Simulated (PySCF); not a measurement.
## Electronic structure of H7N4Ta (Ta(NH)(NH2)3) in real space

| atom | x (Å) | y (Å) | z (Å) |
| --- | --- | --- | --- |
| Ta | 0.0061 | -0.0031 | 0.1796 |
| N | 0.0162 | 0.0090 | 1.9484 |
| H | 0.0240 | 0.0119 | 2.9597 |
| N | 1.9099 | -0.0394 | -0.4359 |
| H | 2.2070 | -0.0339 | -1.4090 |
| H | 2.7328 | -0.0659 | 0.1577 |
| N | -0.9226 | 1.6586 | -0.4420 |
| H | -1.2977 | 2.3941 | 0.1486 |
| H | -1.1033 | 1.8945 | -1.4152 |
| N | -0.9690 | -1.6432 | -0.4229 |
| H | -1.0944 | -1.9207 | -1.3937 |
| H | -1.3933 | -2.3446 | 0.1759 |

Geometry: PBE0-D3(BJ)/def2-SVP; core potentials replace the inner electrons of Ta.

The calculation used PBE0/def2-SVPD, SCF density, gas phase, scalar-relativistic core potentials on the heavy atoms in PySCF.

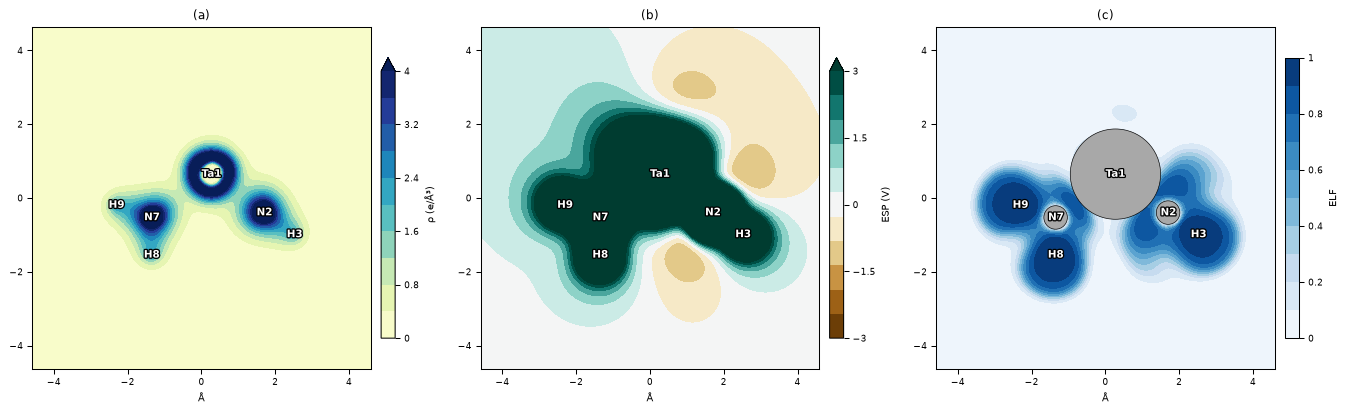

Figure 1. (a) electron density; (b) molecular electrostatic potential; (c) ELF on the plane of atoms Ta1, N7 and H9. Grey discs cover the atomic cores in the ELF map.

Question: Interpret the plot.

Answer: The section cuts through Ta, N and H sites. Ta–N (1.77 Å): ρ at the midpoint is about 1.4 e/Å³; the ELF peaks at about 0.75 in the valence shell of N, 0.6 Å from its nucleus, and drops to about 0.30 between the two atoms. N–H (1.01 Å): ρ is about 2.8 e/Å³ halfway; the ELF climbs to about 1 towards the hydrogen, as it does in any bond to H; a covalent bond by its length. Ta–N (2.00 Å): the density is about 0.89 e/Å³ at the midpoint; the ELF peaks at about 0.90 in the valence shell of N, 0.6 Å from its nucleus, and is about 0.25 at the midpoint. Outside the dense part of the molecule the potential is most negative (−1.4 V) near N2.

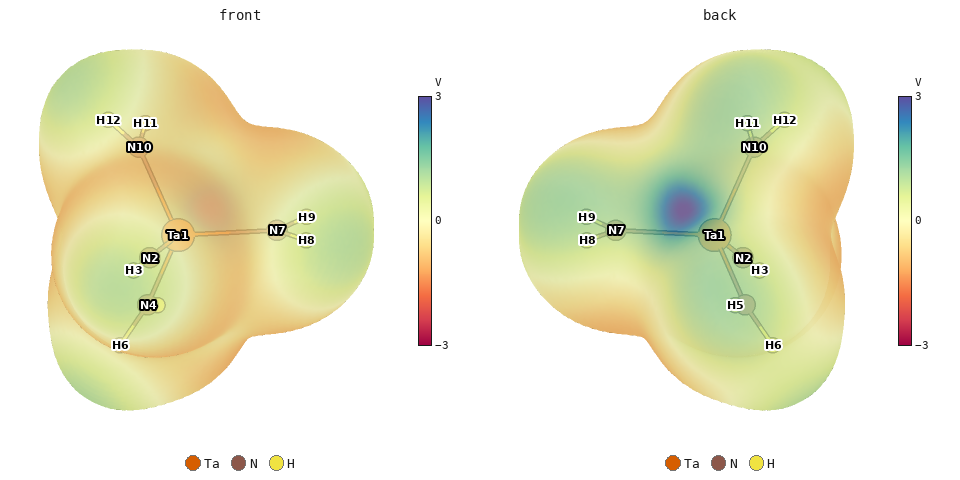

Figure 2. The electrostatic potential painted on the density surface at 0.001 e/bohr³, seen from the front and from behind; red is negative and blue positive.

Question: Describe the electrostatic potential map.

Answer: The most negative region (about −1.0 V) lies over N2, N4, N7 and N10, the most positive (about +2.5 V) over Ta1.
